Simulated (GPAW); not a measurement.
# 1T-ZrSeTe monolayer: work function by functional and basis, part 2 of 2

Wanted: work functions and dipole of 1T-ZrSeTe monolayer, with the cost of each level.

GPAW 26.7.0; GPAW, PAW setups; layer in a repeated cell with vacuum, relaxation of atoms and in-plane cell (the session's first sound run).

So far, upper work function (eV): step 3 (the slab's potential, PBE, GPAW) 4.92; step 5 (OptPBE vdW: xc = "optPBE-vdW", GPAW, PAW setups, GPAW) 5.09; step 6 (self-consistent run: xc = "vdW-DF2", GPAW, PAW setups, GPAW) 5.17; step 7 (self-consistent run: xc = "revPBE") 4.82; step 8 (self-consistent run: xc = "LDA") 5.20.

**9. Real-space grid: mode = "fd"**

Level of this step: GPAW, PAW setups; slab in vacuum (GPAW).

A real-space grid is a second complete basis, so it checks the plane-wave result.

File run.py:

```python
import json
import numpy as np
from ase import Atoms
from gpaw import GPAW

slab = Atoms(
    ['Te', 'Zr', 'Se'],
    positions=[
        [1.93854, 1.11921, 7.00000],
        [-0.00000, -0.00000, 8.88747],
        [-0.00000, 2.23844, 10.37001]],
    cell=[[3.87708, 0.0, 0.0], [-1.93854, 3.35765, 0.0], [0.0, 0.0, 17.37]],
    pbc=[True, True, False])

slab.calc = GPAW(mode='fd', h=0.18, xc='PBE', kpts={'size': (9, 9, 1), 'gamma': True},
                 occupations={'name': 'fermi-dirac', 'width': 0.05}, nbands='160%',
                 convergence={'density': 1e-05}, maxiter=200,
                 poissonsolver={'dipolelayer': 'xy'},
                 symmetry={'tolerance': 1e-3}, txt='slab.txt')
result = {}
energy = slab.get_potential_energy()
fermi = slab.calc.get_fermi_level()
v = slab.calc.get_electrostatic_potential().mean((0, 1)) - fermi
n = slab.calc.get_pseudo_density().mean((0, 1))
L = slab.cell[2, 2]
z = np.arange(len(v)) * L / len(v)
low, high = slab.positions[:, 2].min(), slab.positions[:, 2].max()
below, above = np.interp([low - 4.8, high + 4.8], z, v)
slopes = [np.interp(x, z, np.gradient(v, z)) for x in (low - 4.8, high + 4.8)]
eps = np.array([[slab.calc.get_eigenvalues(k, s) for k in range(len(slab.calc.get_ibz_k_points()))]
                for s in range(slab.calc.get_number_of_spins())]) - fermi
top, bottom = eps[eps < 0].max(), eps[eps > 0].min()
dipole = slab.get_dipole_moment()[2]
print(f'energy {energy:.4f} eV, Fermi level {fermi:.4f} eV, dipole {dipole:.5f} e A')
print(f'potential 4.8 A off the faces, from the Fermi level: lower {below:.4f} eV, upper {above:.4f} eV')
print(f'slope of the potential there: lower {slopes[0]:.5f}, upper {slopes[1]:.5f} eV/A')
print(f'nearest levels on the mesh: {top:.4f} and {bottom:.4f} eV')
print('magnetic moment', round(slab.get_magnetic_moment(), 3))
result.update(energy=energy, fermi=fermi, dipole=dipole, below=below, above=above, slopes=slopes, edges=[top, bottom],
              z=z.tolist(), v=v.tolist(), n=n.tolist(), positions=slab.positions.tolist(),
              forces=slab.get_forces(apply_constraint=False).tolist(), moments=slab.get_magnetic_moments().tolist())
json.dump(result, open('result.json', 'w'))
```

Command:

```bash
$ OMP_NUM_THREADS=1 OPENBLAS_NUM_THREADS=1 python run.py
```

Log:

```text
energy -17.4622 eV, Fermi level -4.9119 eV, dipole -0.00135 e A
potential 4.8 A off the faces, from the Fermi level: lower 4.9024 eV, upper 4.9212 eV
slope of the potential there: lower -0.00021, upper 0.00007 eV/A
nearest levels on the mesh: -0.2981 and 0.0419 eV
magnetic moment 0.0
```

Elapsed: 69 s, on 1 thread of Intel Xeon Platinum 8375C at 2.90GHz (Ice Lake), shared host; peak memory 0.45 GiB.

This step gave:

- dipole along the normal: -0.001351 e·Å
- levels nearest the Fermi level on the mesh: -0.2981, 0.04192 eV from the Fermi level
- upper work function: 4.921 eV
- lower work function: 4.902 eV

The electrostatic potential energy of an electron (without an applied field's), less the Fermi level, planar mean by z:

```tsv
z (Å)	electrostatic potential energy of an electron (without an applied field's), less the Fermi level, planar mean (eV)
0	4.91
1	4.90
2	4.90
3	4.90
4	4.89
5	4.71
6	1.66
7	-16.2
8	-3.42
9	-14.9
10	-9.31
11	-0.980
12	4.63
13	4.91
14	4.92
15	4.92
16	4.92
17	4.92
```

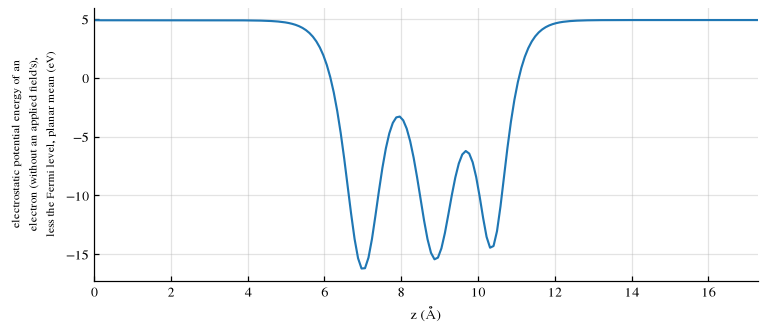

Electrostatic potential energy of an electron (without an applied field's), less the Fermi level, planar mean, plotted against z.

The upper face's work function is 4.921 eV, against 4.922 eV in the first plane-wave PBE run at this geometry.

**10. Atomic orbitals: mode = "lcao"**

Atom-centred orbitals end a few angstrom from the surface, which tests how much the density's tail matters.

run.py: that of step 9 with these lines changed.

```diff
@@ -14,4 +14,4 @@
 
-slab.calc = GPAW(mode='fd', h=0.18, xc='PBE', kpts={'size': (9, 9, 1), 'gamma': True},
-                 occupations={'name': 'fermi-dirac', 'width': 0.05}, nbands='160%',
+slab.calc = GPAW(mode='lcao', basis='dzp', h=0.18, xc='PBE', kpts={'size': (9, 9, 1), 'gamma': True},
+                 occupations={'name': 'fermi-dirac', 'width': 0.05}, nbands='120%',
                  convergence={'density': 1e-05}, maxiter=200,
```

Log:

```text
energy -16.7224 eV, Fermi level -4.8645 eV, dipole -0.01010 e A
potential 4.8 A off the faces, from the Fermi level: lower 4.7943 eV, upper 4.9348 eV
slope of the potential there: lower 0.00000, upper 0.00000 eV/A
nearest levels on the mesh: -0.2854 and 0.0404 eV
magnetic moment 0.0
```

The job ended after 78 s (1 thread; peak memory 0.31 GiB).

Numbers from this step:

| Item | Value |
| --- | --- |
| dipole along the normal | -0.01010 e·Å |
| levels nearest the Fermi level on the mesh | -0.2854, 0.04037 eV from the Fermi level |
| upper work function | 4.935 eV |
| lower work function | 4.794 eV |

Electrostatic potential energy of an electron (without an applied field's), less the Fermi level, planar mean against z:

```tsv
z (Å)	electrostatic potential energy of an electron (without an applied field's), less the Fermi level, planar mean (eV)
0	4.86
1	4.79
2	4.79
3	4.79
4	4.79
5	4.68
6	1.70
7	-16.2
8	-3.59
9	-15.0
10	-9.40
11	-0.935
12	4.69
13	4.93
14	4.93
15	4.93
16	4.93
17	4.93
```

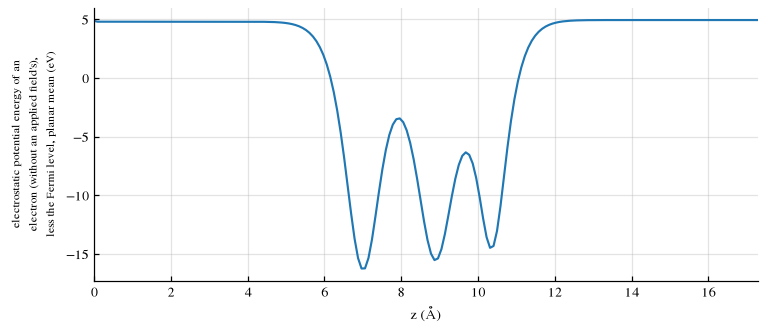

Electrostatic potential energy of an electron (without an applied field's), less the Fermi level, planar mean, plotted against z.

The upper face's work function is 4.935 eV, against 4.922 eV in the first plane-wave PBE run at this geometry.

**11. All levels side by side**

Times are for 1 thread of Intel Xeon Platinum 8375C at 2.90GHz (Ice Lake), shared host. The series side by side:

```tsv
no.	run	upper work function (eV)	lower work function (eV)	time	memory (GiB)
1	pw	4.922	4.902	17 s	0.2
2	RPBE	4.816	4.789	16 s	0.19
3	optPBE vdW	5.089	5.077	26 s	0.33
4	vdW DF2	5.172	5.175	26 s	0.33
5	revPBE	4.821	4.796	16 s	0.19
6	LDA	5.198	5.193	16 s	0.19
7	fd	4.921	4.902	69 s	0.45
8	lcao	4.935	4.794	78 s	0.31
```

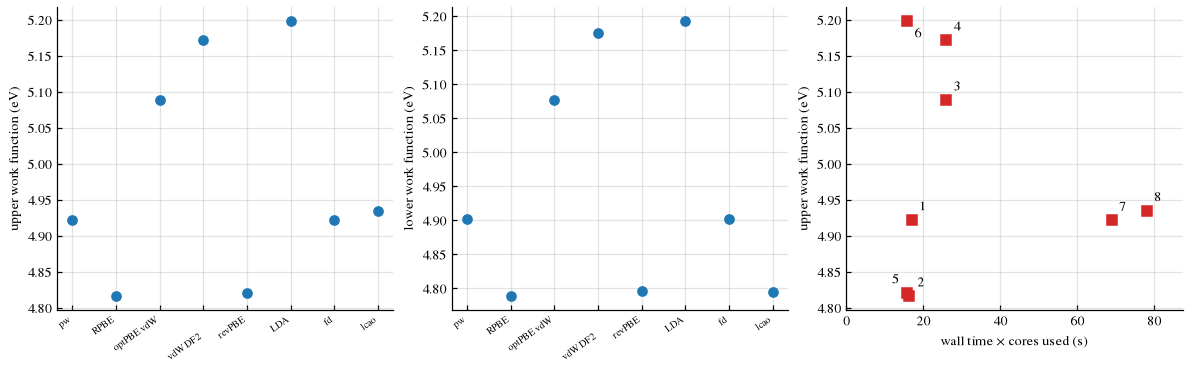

The series as plots; the last panel sets the first result against cost, with the runs numbered as in the table.

**12. Side by side**

Results and costs are gathered.

This step: comparison of work functions, dipole and cost (GPAW 26.7.0).

Ladder, by row:

```tsv
step	code	work function, upper (eV)	work function, lower (eV)	dipole (e Å)	wall time (s)	peak memory (GiB)	threads
pw	GPAW	4.922	4.902	-0.001652	17	0.2	1
RPBE	GPAW	4.816	4.789	-0.002166	16.41	0.19	1
optPBE-vdW	GPAW	5.089	5.077	-0.001046	25.88	0.33	1
vdW-DF2	GPAW	5.172	5.175	8.94e-5	25.85	0.33	1
revPBE	GPAW	4.821	4.796	-0.00198	15.71	0.19	1
LDA	GPAW	5.198	5.193	-5.81e-4	15.68	0.19	1
fd	GPAW	4.921	4.902	-0.001351	68.98	0.45	1
lcao	GPAW	4.935	4.794	-0.0101	78.04	0.31	1
```

**13. Outcome**

| Item | Value |
| --- | --- |
| work function, upper and lower face | 4.922 and 4.902 eV |
| dipole along the normal | -0.00165 e Å |

What this shows: With plane waves and PBE the work function is 4.92 eV on the upper face and 4.90 eV on the lower. Over the sound runs of the table the upper face's work function spans 4.816 (RPBE) to 5.198 eV (LDA). The small printed dipole stands for a step of 23 meV from the lower to the upper face, and the probes find 20 meV; values this small are near the numerical noise of both. A level lies at the Fermi level, so the layer came out without a gap at this level of theory, however far the next level lies. The layer's cell and atoms come from the relaxation; spin-orbit coupling and temperature are left out.

[Logs are printed without paths, hosts, clocks, repeated set-up lines and the standing remarks that a program may print on its own settings, such as how far it seeks lower states.]

[Hosts, paths, dates, database ids (printed as entryN), source tags and the programs' standing remarks are cut or masked in the printed files.]
